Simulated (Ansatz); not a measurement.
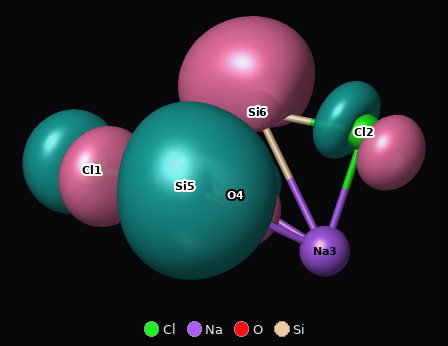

Figure 1: Cl₂NaOSi₂ (doublet). The HOMO (β) at ±0.06 Å⁻³ᐟ² (teal and pink are the two phases), seen at a tilt.

Geometry: PBE-D3(BJ)/def2-SVP.

All numbers below come from Ansatz 0.2.0, isolated molecule in a Gaussian basis; Kohn-Sham density functional theory, functional PBE0.

```yaml
atoms:
  - { symbol: Cl, position_ang: [1.0238, -0.9586, 2.6313] }
  - { symbol: Cl, position_ang: [-3.3751, 2.0518, 0.7861] }
  - { symbol: Na, position_ang: [-2.8053, -0.0843, -0.5593] }
  - { symbol: O, position_ang: [-1.6366, -0.3644, 1.2743] }
  - { symbol: Si, position_ang: [0.0671, 0.2154, 1.1135] }
  - { symbol: Si, position_ang: [-2.0373, 0.9742, 2.3587] }
```

Where does this orbital lie, and at what energy?

By Hirshfeld shares it lies mainly on Si5 (about 50 %), Si6 (about 20 %), Cl1 (about 15 %) and O4 (about 10 %). Its energy is −6.53 eV.
